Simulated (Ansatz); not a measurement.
## Sensitivity of the G0W0 gap of WSe2 (P6_3/mmc)

Aim: change settings of a G0W0 run on WSe2 (P6_3/mmc) and see what moves.

Program: Ansatz 0.2.0. Level of theory: G0W0 on PBE, plane waves, PAW. Results are calculated unless marked as measured.

The database entry behind the starting cell differs from later determinations by our own check (a about 0.2 % long), so it need not match the best structure at ambient conditions.

### 1. Starting point

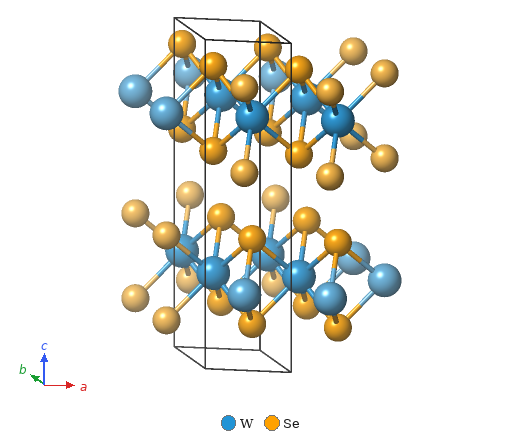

The cell as given, slightly off an axis (tungsten blue, selenium orange). 2×2×1 cells are drawn. Some periodic images of atoms are drawn too.

Structure file:

```cif
data_structure
_symmetry_space_group_name_H-M 'P 1'
_symmetry_Int_Tables_number 1
_cell_length_a 3.2900
_cell_length_b 3.2900
_cell_length_c 12.9700
_cell_angle_alpha 90.000
_cell_angle_beta 90.000
_cell_angle_gamma 120.000
_cell_volume 121.58
loop_
_atom_site_label
_atom_site_type_symbol
_atom_site_fract_x
_atom_site_fract_y
_atom_site_fract_z
_atom_site_occupancy
W1 W 0.33333 0.66667 0.25000 1
W2 W 0.66667 0.33333 0.75000 1
Se3 Se 0.33333 0.66667 0.62100 1
Se4 Se 0.66667 0.33333 0.12100 1
Se5 Se 0.33333 0.66667 0.87900 1
Se6 Se 0.66667 0.33333 0.37900 1
```

The cell and positions come from the Crystallography Open Database and are kept as given unless a step says otherwise. Spin-orbit coupling is left out unless a step names it. The default PAW set here is soft_2. Its files were made with PBE.

### 2. The base run: 6×6×2 mesh, 128 empty bands, screening to 60 eV

Now the one-shot GW correction: screening in the RPA, then the self-energy of the levels asked for.

input.yaml

```yaml
crystal:
  lattice:
    - [3.29, 0.0, 0.0]
    - [-1.645, 2.8492235785, 0.0]
    - [0.0, 0.0, 12.97]
  atoms:
    - { symbol: W, position: [0.3333333333, 0.6666666667, 0.25] }
    - { symbol: W, position: [0.6666666667, 0.3333333333, 0.75] }
    - { symbol: Se, position: [0.3333333333, 0.6666666667, 0.621] }
    - { symbol: Se, position: [0.6666666667, 0.3333333333, 0.121] }
    - { symbol: Se, position: [0.3333333333, 0.6666666667, 0.879] }
    - { symbol: Se, position: [0.6666666667, 0.3333333333, 0.379] }
kpoints:
  mp_grid: { grid: [6, 6, 2] }
hamiltonian:
  xc: pbe
scf:
  occupations: { method: fixed }
gw:
  n_empty_bands: 128
  ecut_chi: 60
  qp_bands: [v2, c2]
  qp_kpoints: band_edges
  screening: { model: contour_deformation }
```

The run is started by

```bash
$ ansatz run input.yaml --threads 3 --pin off --max-ram 92160MiB --backend cuda --events-out ev --progress --plain --runs-dir out --devices 1 --max-vram 13GiB  # rebuilt from the run's record
```

Numbers of over 12 decimals in the logs are rounded to 6 here.

Output:

```text
GPUs: using 1 of 1 available (devices: 1).
Engine: ansatz 0.2.0, x86_64-unknown-linux-gnu
Pseudopotentials: kind: paw
Pseudopotential: W, paw, valence charge 14, recommended cutoff 420 eV (normal), W.paw.azcp
Pseudopotential: Se, paw, valence charge 16, recommended cutoff 420 eV (normal), Se.paw.azcp
Functional definition: PBE
  parameter kappa = 0.804
  parameter beta = 0.066725
  exchange = pbe_x(kappa = kappa, mu = beta*pi^2/3)
  correlation = pbe_c(beta = beta)
device memory: the entry about to start is reckoned to put 2.5 GiB on a device that reports 34.8 GiB free (of which the cap on the GPU budget leaves the run 13.0 GiB)
GPU FFT provider: cuFFT
GPU libraries: cuBLAS 13.8.2, cuFFT 12.4.0, cuSOLVER 12.3.4
Crystal: 6 atoms, lattice volume = 121.580 Å³
Basis set: ecut = 420 eV, 2419 PW (Γ)
Bands: 56, of which v1, the nominal top of the filled ones, is band 46 counted from 1 (45 counted from 0)
Symmetry: 24 space group operations
Space group: P63/mmc (ITA 194), of the structure as read, at distance tolerance 5.0e-5 Å
k-points: 14 of 72
Non-local potential: W, projectors of the file, l = 0: 3, l = 1: 2, l = 2: 2, l = 3: 1
Non-local potential: Se, projectors of the file, l = 0: 2, l = 1: 2, l = 2: 3, l = 3: 1
PAW form: soft (Blöchl's): semilocal exchange-correlation on the pseudo side does not see the compensation charge
PAW one-centre angular grid: W, 590 points (default); XC on 64 Gauss nodes
PAW one-centre angular grid: Se, 590 points (default); XC on 64 Gauss nodes
Initial density: superposition of atomic densities (neutral atoms: chi_scale 0, normalization atom), corrected by the library's trained network
Initial wavefunctions: pseudopotential atomic-orbital guess
GPU buffer pool allocated for 51840 grid points (all kernels)
GPU transforms: local potential and band sums: pruned to the plane-wave sphere, on 24×24×90
Functional: x = pbe(κ = 0.804, μ = 0.219515), c = pbe(β = 0.066725)
SCF iter   1: F=—  HF=-42649.193134 eV  |F-HF|=—  |Δ(HF+E_count)|=         —  Δρ=4.34e-3  dr2=5.50e-3  ethr=1.77e-3  ⟨swp⟩=4.9  Hψ=2498  notcnv=0  defer=92
preconditioner: auto → Resta (q_TF=auto, 2.604 Å⁻¹)  ε∞=6.0  [insulator: Δε(μ)=0.971 eV  Ē_g=8.998 eV  n_scr=40 (ndim 8)  ℏωp=20.2 eV  f_vac=0.044  ε∞_Penn≈6.0]
SCF iter   2: F=—  HF=-42649.201845 eV  |F-HF|=—  |Δ(HF+E_count)|=   8.71e-3  Δρ=2.52e-3  dr2=1.82e-3  ethr=5.98e-6  ⟨swp⟩=2.0  Hψ=1359  notcnv=0  defer=110
SCF iter   3: F=—  HF=-42649.206144 eV  |F-HF|=—  |Δ(HF+E_count)|=   4.30e-3  Δρ=3.93e-4  dr2=4.51e-4  ethr=1.98e-6  ⟨swp⟩=2.0  Hψ=1049  notcnv=0  defer=110
SCF iter   4: F=—  HF=-42649.206086 eV  |F-HF|=—  |Δ(HF+E_count)|=   5.79e-5  Δρ=8.88e-5  dr2=4.57e-6  ethr=4.90e-7  ⟨swp⟩=2.4  Hψ=1304  notcnv=0  defer=54
[...]
E_vxc        = -873.934551  (∫ρ·V_xc dr)
  E_paw        = -24771.115243  (= ΣΔE_a)
  E_vpaw       = 624.108658  (= ΣTr[D̂ρ^β])
  E_aug_tail   = -0.002475  (compensation charges beyond the density's cutoff)
  E_ewald      = -9994.845457
  E_smearing   = -0.000000  (= −TS)
  E_closure    = 0.000000  (closes the sum)
  Σ components = -42649.206099   (vs F -42649.206099, Δ=0.00e0)
--- Band table (eV; the first three rows and the last of 14) ---
  k-point 0: bands = [... 42 lower, 11.4570, 11.8525, 11.8899, 12.9570, 15.5966, 15.5966, 15.6471, 15.6471, ... 6 higher]
  k-point 1: bands = [... 42 lower, 11.4294, 11.4294, 12.7404, 12.7404, 15.6022, 15.6022, 15.6022, 15.6022, ... 6 higher]
  k-point 2: bands = [... 42 lower, 11.1115, 11.8714, 11.9044, 12.2882, 14.6109, 15.1432, 15.2162, 15.2868, ... 6 higher]
  k-point 13: bands = [... 42 lower, 10.2227, 10.2227, 12.6187, 12.6187, 14.2841, 14.2841, 15.3888, 15.3888, ... 6 higher]
--- G₀W₀: contour deformation, 7 samples at zero and on the imaginary axis and 1 off it, 72 q-points, 128 empty bands' worth ---
  eigenvalues of the whole cell's RPA ε∞ on this k-mesh (on a slab, of 1 + 4πα/V) = 7.1898, 15.8185, 15.8185; static W/v taken at q = 0 is 0.066353
  bands read: the sum over 174 bands ends inside a degenerate multiplet in 1 slot, whose members it reads at an even weight; the widest, k=12: bands 174 to 175 (counted from 1) at 1/2 each
  gw.qp_kpoints: band_edges: 10 of 14 stored k-points solved, in 1 pass; an edge of the gap read off the rows below is read off those points alone
    valence top: of the k-points left out ik 6 came nearest to being solved in a further pass, in band 46 (counted from 1, as in the quasiparticle table): it holds the edge there only if its correction is more favourable than any solved in that band by at least 1.111 eV; those differ by 0.131 eV
    conduction bottom: of the k-points left out ik 4 came nearest to being solved in a further pass, in band 47 (counted from 1, as in the quasiparticle table): it holds the edge there only if its correction is more favourable than any solved in that band by at least 0.576 eV; those differ by 0.190 eV
    ik  band        ε_KS         Σx   Σc(E_QP)       V_xc       Z   E_QP_lin       E_QP  E_QP is
     0    45     11.8899   -18.1406     2.1362   -15.9334  0.7723    11.8189    11.8190  root
     0    46     12.9570   -19.3876     0.8717   -18.7647  0.7595    13.2052    13.2058  root
     0    47     15.5966   -13.8666    -3.6913   -18.2073  0.7608    16.2554    16.2460  root
     0    48     15.5966   -13.8666    -3.6913   -18.2073  0.7608    16.2554    16.2460  root
     1    45     12.7404   -19.0852     1.1034   -18.1680  0.7610    12.9263    12.9267  root
     1    46     12.7404   -19.0852     1.1034   -18.1680  0.7610    12.9263    12.9267  root
     1    47     15.6022   -13.8250    -3.6766   -18.1422  0.7598    16.2520    16.2428  root
     1    48     15.6022   -13.8250    -3.6766   -18.1422  0.7598    16.2520    16.2428  root
[...]
13    45     12.6187   -18.3733     0.8165   -17.7227  0.7580    12.7844    12.7847  root
    13    46     12.6187   -18.3733     0.8165   -17.7227  0.7580    12.7844    12.7847  root
    13    47     14.2841   -15.5713    -3.4942   -19.6909  0.7535    14.9163    14.9096  root
    13    48     14.2841   -15.5713    -3.4942   -19.6909  0.7535    14.9163    14.9096  root
[key lines of the parts left out:]
SCF converged after 6 iterations
Free energy (F): -42649.206099 eV
Fermi energy:    12.956967 eV
```

Elapsed: 16 s, on 1 × NVIDIA H100 80GB HBM3 (shared by 6 runs) with 3 threads of AMD EPYC 7R13 (Zen 3), shared host; peak memory 1.2 GiB; 29 s of CPU time.

Reading the cycles: dr2 is the Hartree energy of the density residual (eV), the measure of convergence; HF is the Harris–Foulkes estimate of the energy, which meets the free energy F at convergence.

This step gave:

* bands summed: 174
* RPA ε∞ on this mesh (eigenvalues): 7.190, 15.82, 15.82
* plane waves in the screening matrix: 125
* q-points in the mesh: 72
* G0W0 gap on the mesh: 1.186 eV
* k of the valence top: 0, 0, 0
* k of the conduction bottom: 0.1667, 0.1667, 0
* starting gap on the mesh: 0.9758 eV
* Z at the valence top: 0.7595
* Z at the conduction bottom: 0.7697
* least direct G0W0 gap on the computed points: 1.949 eV

The gap on the mesh goes from 0.98 eV to 1.19 eV, a correction of +0.21 eV. Between the two edge states, bare exchange in place of the xc potential would open the gap by 4.35 eV, and correlation takes back 4.14 eV.

### 3. Variant: no symmetry

input.yaml, as its differences from that of step 2:

```diff
@@ -12,2 +12,3 @@
     - { symbol: Se, position: [0.6666666667, 0.3333333333, 0.379] }
+  symmetry: { detect: false }
 kpoints:
```

Output:

```text
GPUs: using 1 of 1 available (devices: 1).
[...]
GPU FFT provider: cuFFT
GPU libraries: cuBLAS 13.8.2, cuFFT 12.4.0, cuSOLVER 12.3.4
Crystal: 6 atoms, lattice volume = 121.580 Å³
Basis set: ecut = 420 eV, 2419 PW (Γ)
Bands: 56, of which v1, the nominal top of the filled ones, is band 46 counted from 1 (45 counted from 0)
Symmetry: 1 space group operations
k-points: 40 of 72 (time reversal used)
[...]
GPU buffer pool allocated for 51840 grid points (all kernels)
[...]
SCF iter   1: F=—  HF=-42649.193004 eV  |F-HF|=—  |Δ(HF+E_count)|=         —  Δρ=4.34e-3  dr2=5.52e-3  ethr=1.77e-3  ⟨swp⟩=4.8  Hψ=6866  notcnv=0  defer=276
[...]
SCF iter   6: F=-42649.206099 eV  HF=-42649.206099 eV  |F-HF|=4.33e-8  |Δ(HF+E_count)|=   2.15e-6  Δρ=5.84e-6  dr2=5.54e-8  ethr=1.09e-10  ⟨swp⟩=8.9  Hψ=8202  notcnv=0
SCF 1 converged in 6 iterations: F = -42649.206099 eV  dr2 = 5.54e-8
[...]
NSCF: frozen V_eff on 40 k-points, pencils in batches of 32, up to order 224
[...]
NSCF: frozen V_eff on 40 k-points
G₀W₀ screening: q 1/40
[... further progress lines ...]
SCF converged after 6 iterations
Free energy (F): -42649.206099 eV
[...]
Internal energy: -42649.206099 eV  (E = F + TS)
E sigma→0 (E₀):  -42649.206099 eV
Fermi energy:    12.956971 eV
[...]
--- Band table (eV; the first three rows and the last of 40) ---
  k-point 0: bands = [... 42 lower, 11.4570, 11.8525, 11.8899, 12.9570, 15.5966, 15.5966, 15.6471, 15.6471, ... 6 higher]
  k-point 1: bands = [... 42 lower, 11.4294, 11.4294, 12.7404, 12.7405, 15.6022, 15.6022, 15.6022, 15.6022, ... 6 higher]
  k-point 2: bands = [... 42 lower, 11.1115, 11.8714, 11.9044, 12.2882, 14.6110, 15.1432, 15.2162, 15.2869, ... 6 higher]
  k-point 39: bands = [... 42 lower, 11.6209, 11.6209, 11.7211, 11.7211, 15.1029, 15.1029, 15.4700, 15.4700, ... 6 higher]
[...]
0    45     11.8899   -18.1406     2.1362   -15.9334  0.7723    11.8189    11.8190  root
     0    46     12.9570   -19.3876     0.8717   -18.7647  0.7595    13.2052    13.2058  root
     0    47     15.5966   -13.8666    -3.6913   -18.2073  0.7608    16.2554    16.2460  root
     0    48     15.5966   -13.8666    -3.6913   -18.2073  0.7608    16.2554    16.2460  root
     1    45     12.7405   -19.0852     1.1034   -18.1680  0.7610    12.9263    12.9267  root
     1    46     12.7405   -19.0852     1.1034   -18.1680  0.7610    12.9263    12.9267  root
     1    47     15.6022   -13.8250    -3.6766   -18.1422  0.7598    16.2520    16.2428  root
     1    48     15.6022   -13.8250    -3.6766   -18.1422  0.7598    16.2520    16.2428  root
[...]
31    45     11.8420   -19.3953     1.5291   -18.0232  0.7490    11.9987    11.9991  root
    31    46     11.8420   -19.3953     1.5291   -18.0232  0.7490    11.9987    11.9991  root
    31    47     14.3247   -13.6404    -3.4321   -17.5972  0.7658    14.8539    14.8495  root
    31    48     14.3247   -13.6404    -3.4321   -17.5972  0.7658    14.8539    14.8495  root
```

Run time: 50 s. Hardware: 1 × NVIDIA H100 80GB HBM3 (shared by 6 runs) with 3 threads; peak memory 1.5 GiB; 84 s of CPU time.

The G0W0 gap on the mesh is 1.186 eV.

Against the base:

```
           setting  base  variant
symmetry detection     -    false
```

| quantity | variant | base |
| --- | --- | --- |
| starting gap on the mesh | 0.976 | 0.976 |
| G0W0 gap on the mesh | 1.186 | 1.186 |
| least direct G0W0 gap on the computed points | 1.949 | 1.949 |
| Z at the valence top | 0.759 | 0.759 |
| Z at the conduction bottom | 0.770 | 0.770 |

### 4. Results

```json
{
  "base": "1.19 eV, 16 s",
  "no symmetry": "1.19 eV, 50 s"
}
```

What this shows: No symmetry: the gap moves by +0.00 eV and the time by a factor of 3.0. Symmetry itself changes the cost, not the physics. All runs here use a coarse mesh and modest cutoffs; they test settings and are not final values. The 6×6×2 mesh is coarse for this cell (its supercell is 20 Å along the shortest edge). The RPA ε∞ on it, from the PBE start, is 7.19 and 15.82; such meshes misread the long-range screening, most where the gap is narrow. The many-body steps are scalar-relativistic: spin-orbit coupling is not in them.

[Paths, hosts, dates, memory and timing lines, banners, echoed tables and standing remarks are left out of the program output.]

[Logs are printed without paths, hosts, clocks, repeated set-up lines and the standing remarks that a program may print on its own settings, such as how far it seeks lower states.]

[Runs of the session that timed out or met a known fault of the program may be left out.]

[Cells called generated may have been cut or substituted from an entry of the Crystallography Open Database or the Materials Project.]

[Hosts, paths, dates, database ids (printed as entryN), source tags and the programs' standing remarks are cut or masked in the printed files.]
